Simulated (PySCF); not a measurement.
# MP2/def2-SVP run of GeHCl2OF (SMILES [OH][Ge]([F])([Cl])[Cl])

Aim: the vertical ionisation energy of GeHCl2OF at MP2/def2-SVP, from 2 runs. Input form: a Python script.

The results are computed with PySCF 2.14.0.

## (1) The molecule

GeHCl2OF: 6 atoms, total charge 0, spin state singlet. SMILES: `[OH][Ge]([F])([Cl])[Cl]`. The shape is that of a PBE0-D4/def2-TZVP optimisation. This is one conformer, not always the lowest.

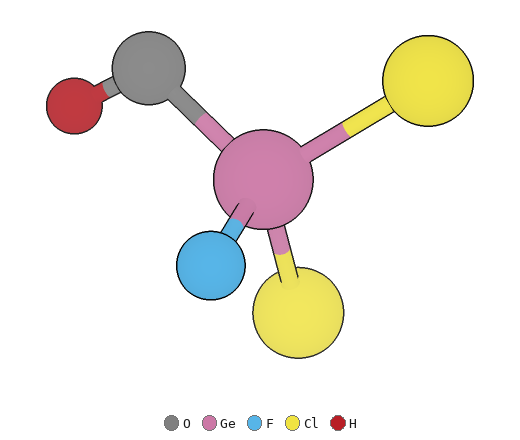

The structure, seen from a chosen angle (oxygen grey, germanium pink, fluorine blue, chlorine yellow, hydrogen red).

## (2) The energy at MP2/def2-SVP

job.py

```python
# [OH][Ge]([F])([Cl])[Cl]
from pyscf import gto, mp

system = gto.M(
    atom='''
O   -0.615400   0.491600   1.191400
Ge   0.197500   0.033600  -0.278000
F    1.721400  -0.658400   0.099100
Cl  -0.869000  -1.440300  -1.358000
Cl   0.521500   1.773100  -1.408100
H   -0.913900  -0.263600   1.707500
''',
    basis='def2-svp',
    verbose=4,
    charge=0,
    spin=0,
    max_memory=1860,
)

mf = system.RHF()
mf.conv_tol = 1e-10
mf.kernel()
if not mf.converged:
    mf = mf.newton().run(mf.mo_coeff, mf.mo_occ)

pt = mp.MP2(mf, frozen=21).run()
e_final = pt.e_tot
print(f'total energy: {e_final:.8f} hartree')
```

Command:

```console
$ OMP_NUM_THREADS=1 python job.py
```

What it wrote:

```text
PySCF version 2.14.0

[INPUT] num. atoms = 6
[INPUT] num. electrons = 84
[INPUT] charge = 0
[INPUT] spin (= nelec alpha-beta = 2S) = 0
[INPUT] symmetry False subgroup None
[INPUT] Mole.unit = angstrom
[INPUT] Symbol           X                Y                Z      unit          X                Y                Z       unit  Magmom
[INPUT]  1 O     -0.615400000000   0.491600000000   1.191400000000 AA   -1.162937457057   0.928989362836   2.251419704807 Bohr   0.0
[INPUT]  2 Ge     0.197500000000   0.033600000000  -0.278000000000 AA    0.373220909602   0.063494797785  -0.525343862629 Bohr   0.0
[INPUT]  3 F      1.721400000000  -0.658400000000   0.099100000000 AA    3.252974550826  -1.244195680414   0.187271858944 Bohr   0.0
[INPUT]  4 Cl    -0.869000000000  -1.440300000000  -1.358000000000 AA   -1.642172002247  -2.721772537211  -2.566248077159 Bohr   0.0
[INPUT]  5 Cl     0.521500000000   1.773100000000  -1.408100000000 AA    0.985492173961   3.350673391466  -2.660923356000 Bohr   0.0
[INPUT]  6 H     -0.913900000000  -0.263600000000   1.707500000000 AA   -1.727020705240  -0.498131806435   3.226707357695 Bohr   0.0

nuclear repulsion = 613.297891687476
number of shells = 43
number of NR pGTOs = 201
number of NR cGTOs = 101
basis = def2-svp
ecp = {}

******** <class 'pyscf.scf.hf.RHF'> ********
method = RHF
initial guess = minao
damping factor = 0
level_shift factor = 0
DIIS = <class 'pyscf.scf.diis.CDIIS'>
diis_start_cycle = 1
diis_space = 8
diis_damp = 0
SCF conv_tol = 1e-10
SCF conv_tol_grad = None
SCF max_cycles = 50
direct_scf = True
direct_scf_tol = 1e-13
Set gradient conv threshold to 1e-05
Initial guess from minao.
init E= -3168.36255144754
  HOMO = -0.444713143661799  LUMO = -0.00986413462863478  gap/eV = 11.83284
cycle= 1 E= -3168.58648058606  delta_E= -0.224  |g|= 0.764  |ddm|= 2.71
  HOMO = -0.490804379225501  LUMO = 0.0610148964224688  gap/eV = 15.01577
cycle= 2 E= -3168.66840379399  delta_E= -0.0819  |g|= 0.494  |ddm|= 0.987
  HOMO = -0.484473208913803  LUMO = 0.0979829799591285  gap/eV = 15.84944
cycle= 3 E= -3168.70896485859  delta_E= -0.0406  |g|= 0.0463  |ddm|= 0.366
  HOMO = -0.484423395408276  LUMO = 0.108458249068252  gap/eV = 16.13313
cycle= 4 E= -3168.70955642889  delta_E= -0.000592  |g|= 0.0135  |ddm|= 0.0557
  HOMO = -0.483690992045789  LUMO = 0.108484548945724  gap/eV = 16.11392
cycle= 5 E= -3168.70962842185  delta_E= -7.2e-05  |g|= 0.00292  |ddm|= 0.0219
  HOMO = -0.483940505809838  LUMO = 0.108786793716272  gap/eV = 16.12893
cycle= 6 E= -3168.70963275679  delta_E= -4.33e-06  |g|= 0.00098  |ddm|= 0.0045
  HOMO = -0.483902384331521  LUMO = 0.108729872950826  gap/eV = 16.12635
cycle= 7 E= -3168.7096332162  delta_E= -4.59e-07  |g|= 0.000398  |ddm|= 0.00172
  HOMO = -0.483906282022573  LUMO = 0.108761624277974  gap/eV = 16.12732
cycle= 8 E= -3168.70963326858  delta_E= -5.24e-08  |g|= 8.44e-05  |ddm|= 0.000506
  HOMO = -0.483907868842351  LUMO = 0.108764403797855  gap/eV = 16.12743
cycle= 9 E= -3168.70963327293  delta_E= -4.35e-09  |g|= 2.68e-05  |ddm|= 0.000195
  HOMO = -0.483906604565443  LUMO = 0.108763868885899  gap/eV = 16.12739
cycle= 10 E= -3168.7096332731  delta_E= -1.74e-10  |g|= 9.73e-06  |ddm|= 2.84e-05
  HOMO = -0.483906422407433  LUMO = 0.108764252027195  gap/eV = 16.12739
cycle= 11 E= -3168.70963327316  delta_E= -5.87e-11  |g|= 2.48e-06  |ddm|= 1.54e-05
  HOMO = -0.483906551808746  LUMO = 0.108764049446992  gap/eV = 16.12739
Extra cycle  E= -3168.70963327317  delta_E= -7.73e-12  |g|= 1.2e-06  |ddm|= 4.06e-06
converged SCF energy = -3168.70963327317

******** <class 'pyscf.mp.mp2.RMP2'> ********
nocc = 21, nmo = 80
frozen orbitals 21
E(RMP2) = -3169.56776026779  E_corr = -0.858126994616983
E(SCS-RMP2) = -3169.52466130102  E_corr = -0.815028027852557
E_corr(same-spin) = -0.247758883485949
E_corr(oppo-spin) = -0.610368111131034
total energy: -3169.56776027 hartree
```

Run time: 2.6 s. Hardware: 1 thread of Arm Neoverse V2, shared host; peak memory 0.28 GiB.

## (3) The doublet cation

input.py

```python
from pyscf import gto, mp

system = gto.M(
    atom='''
O       -0.615400       0.491600       1.191400
Ge       0.197500       0.033600      -0.278000
F        1.721400      -0.658400       0.099100
Cl      -0.869000      -1.440300      -1.358000
Cl       0.521500       1.773100      -1.408100
H       -0.913900      -0.263600       1.707500
''',
    spin=1,
    charge=1,
    basis='def2-svp',
    max_memory=1860,
    verbose=4,
)

mf = system.UHF()
mf.conv_tol = 1e-10
mf.kernel()
if not mf.converged:
    mf = mf.newton().run(mf.mo_coeff, mf.mo_occ)

pt = mp.MP2(mf, frozen=21).run()
etot = pt.e_tot
print('E(%s) = %.9f' % ('MP2', etot))
```

Command:

```console
$ OMP_NUM_THREADS=1 python input.py
```

What it wrote:

```text
PySCF version 2.14.0

[INPUT] num. atoms = 6
[INPUT] num. electrons = 83
[INPUT] charge = 1
[INPUT] spin (= nelec alpha-beta = 2S) = 1
[INPUT] symmetry False subgroup None
[INPUT] Mole.unit = angstrom
[INPUT] Symbol           X                Y                Z      unit          X                Y                Z       unit  Magmom
[INPUT]  1 O     -0.615400000000   0.491600000000   1.191400000000 AA   -1.162937457057   0.928989362836   2.251419704807 Bohr   0.0
[INPUT]  2 Ge     0.197500000000   0.033600000000  -0.278000000000 AA    0.373220909602   0.063494797785  -0.525343862629 Bohr   0.0
[INPUT]  3 F      1.721400000000  -0.658400000000   0.099100000000 AA    3.252974550826  -1.244195680414   0.187271858944 Bohr   0.0
[INPUT]  4 Cl    -0.869000000000  -1.440300000000  -1.358000000000 AA   -1.642172002247  -2.721772537211  -2.566248077159 Bohr   0.0
[INPUT]  5 Cl     0.521500000000   1.773100000000  -1.408100000000 AA    0.985492173961   3.350673391466  -2.660923356000 Bohr   0.0
[INPUT]  6 H     -0.913900000000  -0.263600000000   1.707500000000 AA   -1.727020705240  -0.498131806435   3.226707357695 Bohr   0.0

nuclear repulsion = 613.297891687476
number of shells = 43
number of NR pGTOs = 201
number of NR cGTOs = 101
basis = def2-svp
ecp = {}

[... 177 lines left out ...]
converged SCF energy = -3168.26173432484  <S^2> = 0.80932163  2S+1 = 2.058467
[... 1 line left out ...]
******** <class 'pyscf.mp.ump2.UMP2'> ********
nocc = (np.int64(21), np.int64(20)), nmo = (80, 80)
frozen orbitals 21
E(UMP2) = -3169.11673940078  E_corr = -0.855005075933347
E(SCS-UMP2) = -3169.07322569534  E_corr = -0.811491370493107
E_corr(same-spin) = -0.247516985338743
E_corr(oppo-spin) = -0.607488090594605
E(MP2) = -3169.116739401
```

Run time: 7.8 s. Hardware: 1 thread of Arm Neoverse V2, shared host; peak memory 0.3 GiB.

## (4) Summary of results

At MP2/def2-SVP, 21 core orbitals frozen:

```
                                                                  quantity           value
                                            singlet GeHCl2OF: total energy  -3169.56776 Eh
                    singlet GeHCl2OF: dipole moment (Hartree–Fock density)          1.82 D
                     singlet GeHCl2OF: HOMO energy (Hartree–Fock orbitals)       -13.17 eV
                     singlet GeHCl2OF: LUMO energy (Hartree–Fock orbitals)         2.96 eV
                   singlet GeHCl2OF: HOMO–LUMO gap (Hartree–Fock orbitals)        16.13 eV
            singlet GeHCl2OF: correlation energy (21 core orbitals frozen)      -858.1 mEh
                                              doublet cation: total energy  -3169.11674 Eh
doublet cation: HOMO energy (Hartree–Fock orbitals) (highest over α and β)       -17.64 eV
 doublet cation: LUMO energy (Hartree–Fock orbitals) (lowest over α and β)       -11.13 eV
              doublet cation: correlation energy (21 core orbitals frozen)      -855.0 mEh
                         doublet cation: ⟨S²⟩ of the reference determinant           0.809
                        vertical ionisation energy (to the doublet cation)       12.273 eV
```

The vertical ionisation energy comes to 12.27 eV (1184 kJ/mol).
